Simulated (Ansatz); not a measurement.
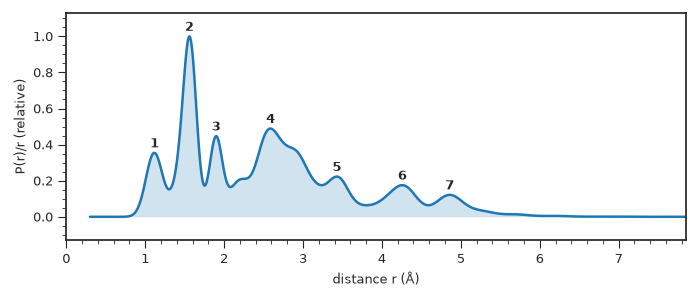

Simulated gas electron diffraction: radial distribution curve of C₃H₁₂BNSi. Each pair of atoms contributes with weight ZᵢZⱼ/r; damping constant 0.002 Å²; vibrational amplitudes assumed, not computed: 0.05 Å for bonds, 0.078 Å for bonds to H, 0.06 + 0.015 r up to 0.15 Å for other pairs. The geometry is the end point of an optimisation (UKS BLYP-D4/STO-3G in Ansatz 0.2.0); it may be a saddle point or a higher isomer.

> Which pairs of atoms lie under the numbered peaks? Mark bonded pairs by – and others by ···.

Peak 1, 1.12 Å: N–H 1.08 Å (×2), C–H 1.11–1.12 Å (×5), B–H 1.18 Å (×2), not resolved
Peak 2, 1.56 Å: Si–H 1.45 Å (×3), N–C 1.55 Å, C–B 1.57 Å, C–C 1.58 Å (×2), not resolved
Peak 3, 1.90 Å: Si–C 1.90 Å
Peak 4, 2.59 Å: C···H 2.40–2.85 Å (×10), Si···H 2.49–2.51 Å (×2), N···C 2.52–2.53 Å (×2), C···C 2.63 Å, C···B 2.68 Å, not resolved; in its flanks C···H 2.08–2.94 Å, Si···C 2.92 Å, Si···H 2.97–3.07 Å
Peak 5, 3.43 Å: N···H 3.24–3.50 Å (×2), C···H 3.26–3.57 Å (×6), Si···C 3.45 Å, not resolved
Peak 6, 4.26 Å: C···B 4.07 Å, Si···N 4.28 Å, not resolved
Peak 7, 4.86 Å: B···H 4.60–5.03 Å (×3), N···H 4.71–4.86 Å (×2), C···H 4.77–5.02 Å (×2), Si···B 4.85 Å, Si···H 4.99 Å, not resolved; in its flanks Si···H 5.30–5.69 Å
